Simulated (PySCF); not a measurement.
## Electronic structure of C3H13NSi3 (SMILES [SiH3]N([SiH3])C1C[SiH2]C1) in real space

```json
{"atom": "Si", "x (Å)": "1.3030", "y (Å)": "1.3848", "z (Å)": "-1.1788"}
{"atom": "N", "x (Å)": "1.0562", "y (Å)": "0.1355", "z (Å)": "0.0182"}
{"atom": "Si", "x (Å)": "2.3430", "y (Å)": "-0.7824", "z (Å)": "0.7627"}
{"atom": "C", "x (Å)": "-0.2970", "y (Å)": "-0.2281", "z (Å)": "0.4359"}
{"atom": "C", "x (Å)": "-1.3390", "y (Å)": "0.9116", "z (Å)": "0.5711"}
{"atom": "Si", "x (Å)": "-2.6600", "y (Å)": "-0.3982", "z (Å)": "0.1882"}
{"atom": "C", "x (Å)": "-1.0815", "y (Å)": "-1.2071", "z (Å)": "-0.4818"}
{"atom": "H", "x (Å)": "1.0502", "y (Å)": "2.7656", "z (Å)": "-0.6589"}
{"atom": "H", "x (Å)": "0.3995", "y (Å)": "1.1884", "z (Å)": "-2.3574"}
{"atom": "H", "x (Å)": "2.7226", "y (Å)": "1.2969", "z (Å)": "-1.6271"}
{"atom": "H", "x (Å)": "2.1471", "y (Å)": "-2.2525", "z (Å)": "0.5504"}
{"atom": "H", "x (Å)": "2.3731", "y (Å)": "-0.5575", "z (Å)": "2.2437"}
{"atom": "H", "x (Å)": "3.6446", "y (Å)": "-0.3622", "z (Å)": "0.1695"}
{"atom": "H", "x (Å)": "-0.2274", "y (Å)": "-0.7055", "z (Å)": "1.4331"}
{"atom": "H", "x (Å)": "-1.2990", "y (Å)": "1.5055", "z (Å)": "1.4938"}
{"atom": "H", "x (Å)": "-1.2812", "y (Å)": "1.6002", "z (Å)": "-0.2905"}
{"atom": "H", "x (Å)": "-3.7636", "y (Å)": "-0.0501", "z (Å)": "-0.7556"}
{"atom": "H", "x (Å)": "-3.2335", "y (Å)": "-1.0628", "z (Å)": "1.3970"}
{"atom": "H", "x (Å)": "-0.8457", "y (Å)": "-2.2737", "z (Å)": "-0.3682"}
{"atom": "H", "x (Å)": "-0.9407", "y (Å)": "-0.9220", "z (Å)": "-1.5383"}
```

Geometry: PBE0-D3(BJ)/def2-SVP.

Level of theory: PBE0/pcSseg-1, SCF density, gas phase, non-relativistic (PySCF 2.14.0).

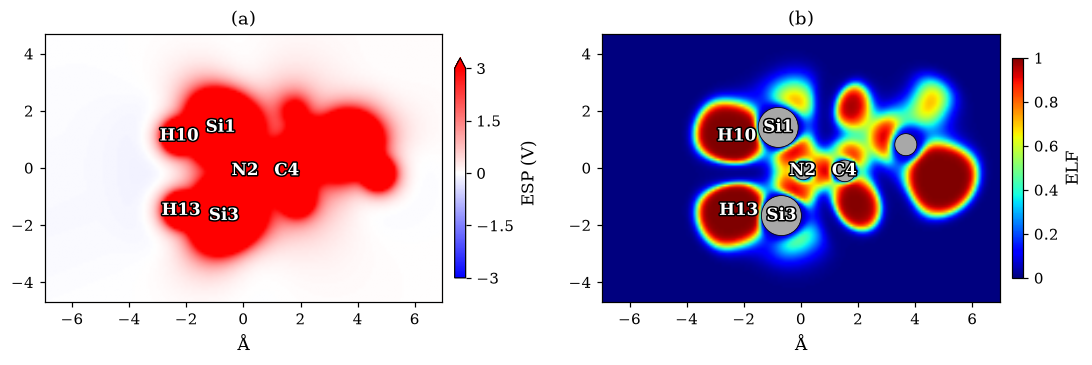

Figure 1. (a) electrostatic potential; (b) ELF on the plane of atoms N2, Si3 and H13. Grey discs cover the atomic cores in the ELF map.

Q: Read the bonding off the picture.

A:
- The plane passes through Si, N, C and H nuclei.
- C–N (1.46 Å): the ELF peaks at about 0.90 between the atoms: localised, covalent bonding.
- Si–N (1.75 Å): the ELF peaks at about 0.90 between the atoms: a shared but strongly polarised pair.
- Si–H (1.49 Å): the ELF climbs to about 1 towards the hydrogen, as it does in any bond to H.
- The potential has no marked negative region in this plane.

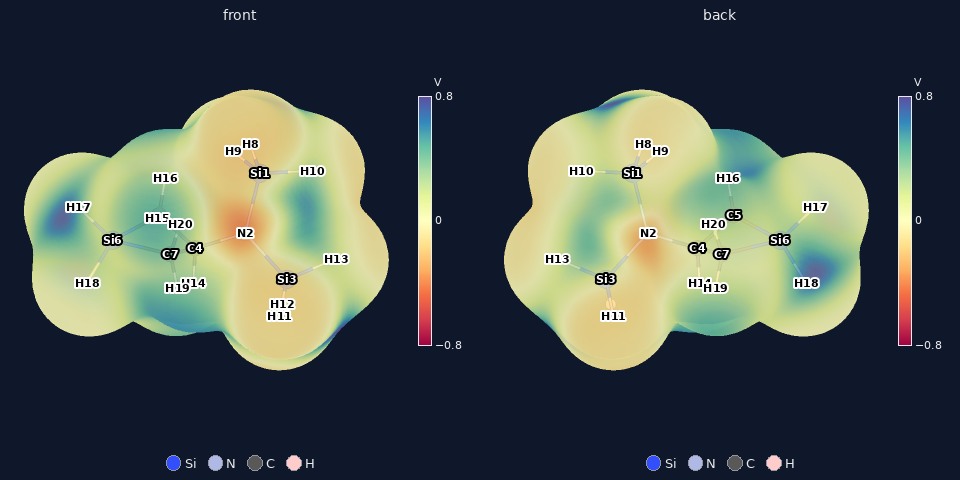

Figure 2. The molecular electrostatic potential painted on the density surface at 0.001 e/bohr³, seen from the front and from behind; red is negative and blue positive.

Q: Where is the surface potential most negative and most positive?

A: The most negative region (about −0.4 V) lies over N2 and C5, the most positive (about +0.7 V) over Si1, Si3 and Si6.

Q: How polar is the molecule by this calculation?

A: Its dipole moment is 0.65 D.
